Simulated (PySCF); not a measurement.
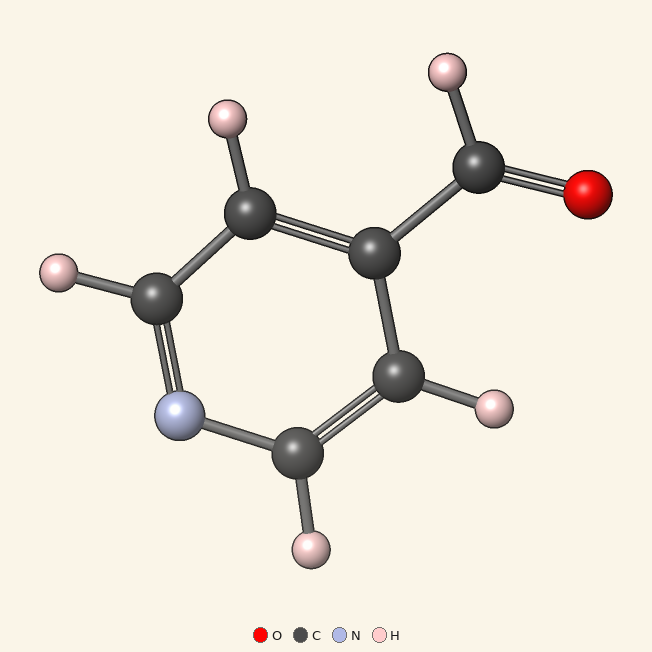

A ball-and-stick model of a molecule.

The geometry was computed by an optimisation with GFN2-xTB. No frequency run is at hand to confirm it as a minimum.

What does the picture show?

It has 13 atoms: 6 carbon, 5 hydrogen, 1 nitrogen and 1 oxygen (C6H5NO). SMILES: `O=Cc1ccncc1`. Independent rings (smallest set): 1 of 6 members, 1 of them aromatic. Among its groups: aldehyde. The point group is Cs. All atoms lie on one plane. Coordination: 6 C trigonal planar; 1 N bent.

The parts below concern this one geometry. Atoms keep their numbers from picture to picture.

## Geometry

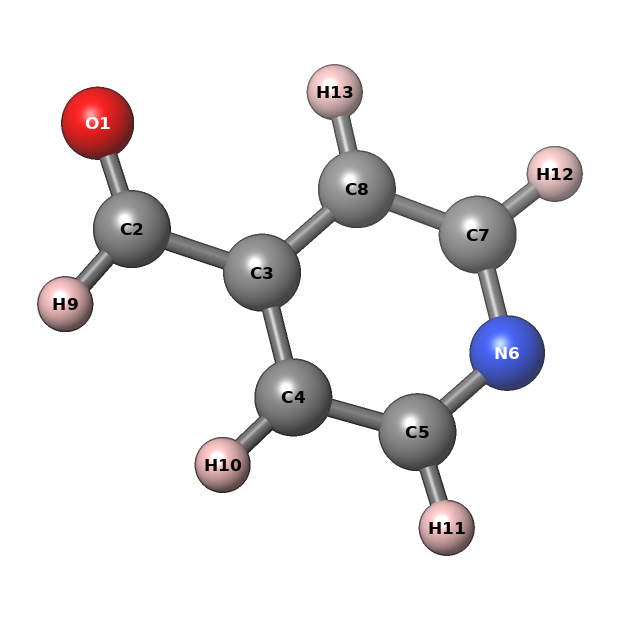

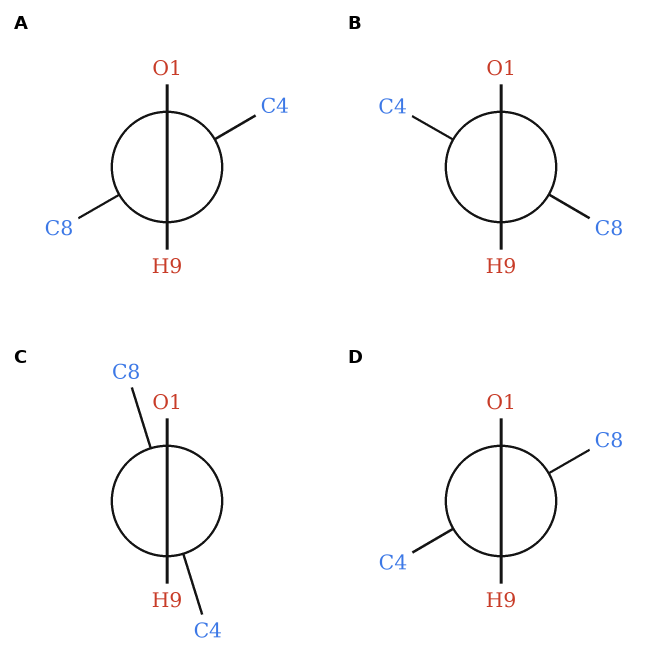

Depth is shown by fading: the farther an atom, the more it takes the colour of the background. Bonds that would overlap in a projection are set slightly apart. No frequency run is at hand to confirm it as a minimum.

Question: Which Newman projection shows the view along C2–C3, with C2 in front?

Answer: C. The torsion angle O1–C2–C3–C4 is 180°, antiperiplanar (anti).

## Dipole moment

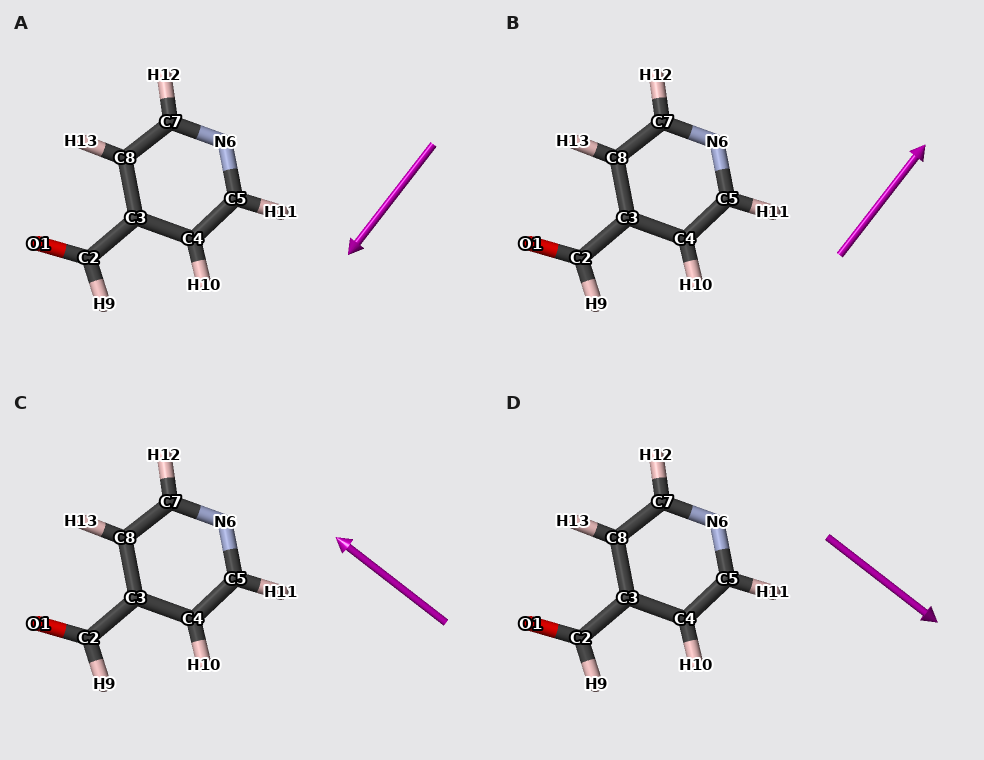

The same molecule four times, each with an arrow. No frequency run is at hand to confirm it as a minimum. Properties computed with PBE0/def2-SVPD, gas phase (PySCF 2.14.0).

Question: Which arrow points along the dipole moment, from the negative to the positive end?

Answer: D. The dipole moment is 1.81 D; it points from the side of H13 to the side of H11 (the outermost atoms at the two ends).

## Polarisability

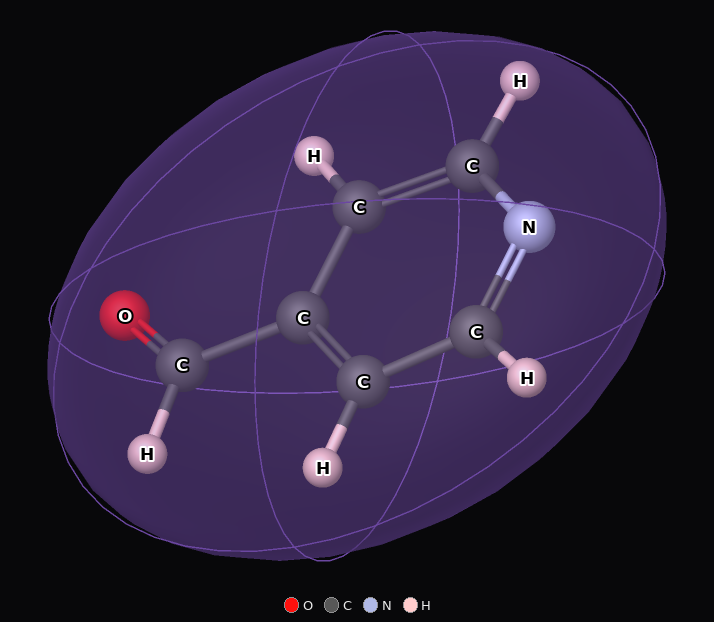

The ellipsoid shows the static dipole polarisability: its half-axes are proportional to the principal values. No frequency run is at hand to confirm it as a minimum. Computed with PBE0/def2-SVPD (PySCF 2.14.0).

Question: Give the principal values, the mean and the anisotropy.

Answer: Principal values 44.3, 85.9, 101.1 bohr³; mean 77.1 bohr³ (11.42 Å³); anisotropy 51.0 bohr³, so the longest axis is 2.28 times the shortest.

## Excitation

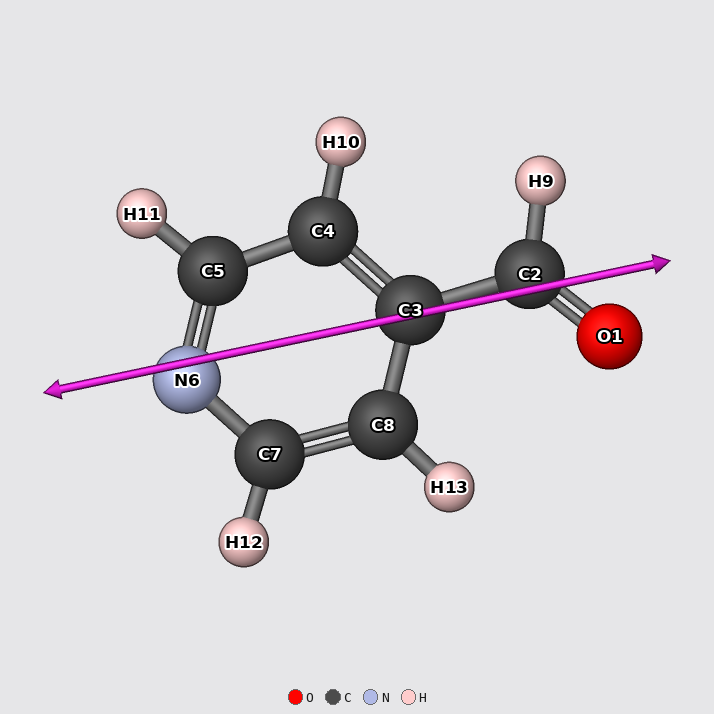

The double arrow shows the direction of the transition dipole to excited singlet state 5 (its length means nothing). No frequency run is at hand to confirm it as a minimum. Method: TDDFT PBE0/def2-SVPD, vertical, gas phase, core orbitals frozen in the response (PySCF 2.14.0).

Question: How is the transition polarised?

Answer: In the molecular plane, nearly parallel to the C7–C8 bond.

Question: Where does the transition lie, and how strong is it?

Answer: 5.69 eV (218 nm), oscillator strength 0.20, mainly HOMO−3 → LUMO (weight 0.88); transition dipole 3.06 D.
